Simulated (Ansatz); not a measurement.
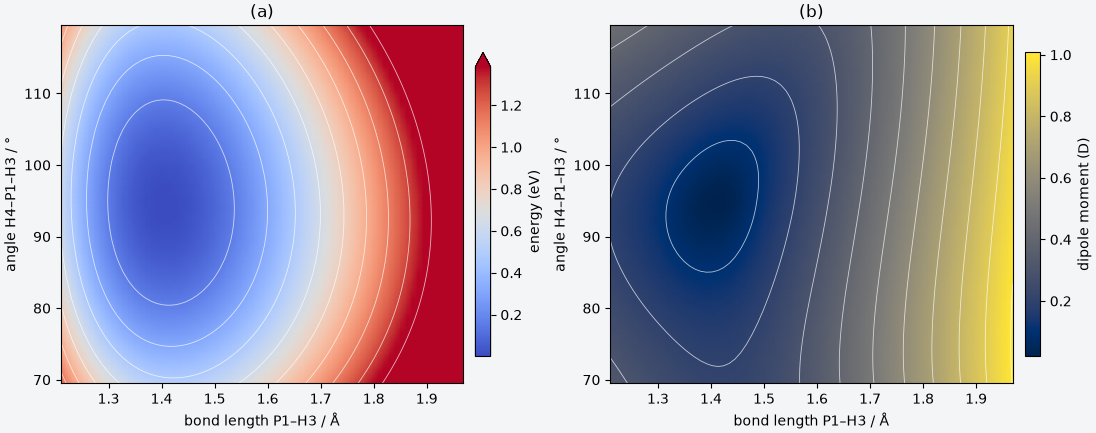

P2H4. 
- The first coordinate is: bond length P1–H3; the second: angle H4–P1–H3.
- Nothing is relaxed (all other coordinates rigid).
- The scan uses a 15 × 15 grid.
- Points are written as (first, second).
- All energies are given in eV relative to the relaxed molecule at the same level.
- Computed with Ansatz, RHF/def2-TZVP.

Panel (a) is the energy and panel (b) the computed dipole moment on the same grid.

In the figure: a smooth colour map with a few white contour lines, one colour for all values above the top of the scale. Between grid points the surface is interpolated.

Q: How does the dipole moment vary over the map, and what is it at the lowest grid point?

A: Leaving out the highest fifth of the energies, it runs from 0.02 D at (1.427 Å, 94.5°) to 0.76 D at (1.861 Å, 87.4°). At the lowest grid point, (1.427 Å, 94.5°), it is 0.02 D.

```csv
"angle H4–P1–H3 ↓, bond length P1–H3 →",1.210,1.264,1.318,1.372,1.427,1.481,1.535,1.589,1.644,1.698,1.752,1.806,1.861,1.915,1.969
119.5,0.45,0.41,0.38,0.34,0.31,0.28,0.28,0.29,0.33,0.40,0.48,0.57,0.68,0.79,0.92
115.9,0.40,0.36,0.33,0.29,0.26,0.24,0.24,0.27,0.32,0.39,0.48,0.57,0.68,0.80,0.92
112.4,0.35,0.32,0.28,0.24,0.21,0.20,0.21,0.25,0.31,0.39,0.48,0.58,0.69,0.81,0.93
108.8,0.31,0.27,0.23,0.20,0.17,0.16,0.19,0.24,0.31,0.39,0.49,0.59,0.70,0.82,0.94
105.2,0.27,0.23,0.19,0.15,0.12,0.13,0.17,0.23,0.31,0.40,0.49,0.60,0.71,0.82,0.95
101.7,0.24,0.19,0.15,0.11,0.08,0.10,0.16,0.23,0.32,0.41,0.50,0.61,0.72,0.83,0.95
98.1,0.21,0.17,0.12,0.07,0.04,0.09,0.16,0.24,0.33,0.42,0.52,0.62,0.73,0.85,0.96
94.5,0.20,0.15,0.10,0.04,0.02,0.09,0.17,0.25,0.34,0.43,0.53,0.63,0.74,0.86,0.97
90.9,0.20,0.15,0.10,0.05,0.05,0.11,0.18,0.26,0.35,0.44,0.54,0.64,0.75,0.87,0.98
87.4,0.21,0.16,0.12,0.08,0.09,0.13,0.20,0.28,0.37,0.46,0.55,0.66,0.76,0.88,0.99
83.8,0.23,0.18,0.14,0.11,0.12,0.16,0.22,0.29,0.38,0.47,0.56,0.67,0.77,0.88,1.00
80.2,0.25,0.21,0.17,0.15,0.15,0.18,0.24,0.31,0.39,0.48,0.57,0.67,0.78,0.89,1.01
76.7,0.27,0.23,0.20,0.17,0.17,0.20,0.25,0.32,0.40,0.49,0.58,0.68,0.79,0.89,1.01
73.1,0.30,0.26,0.22,0.20,0.19,0.22,0.26,0.33,0.40,0.49,0.58,0.68,0.79,0.89,1.01
69.5,0.32,0.28,0.25,0.22,0.21,0.23,0.27,0.33,0.40,0.48,0.58,0.67,0.78,0.89,1.00
```
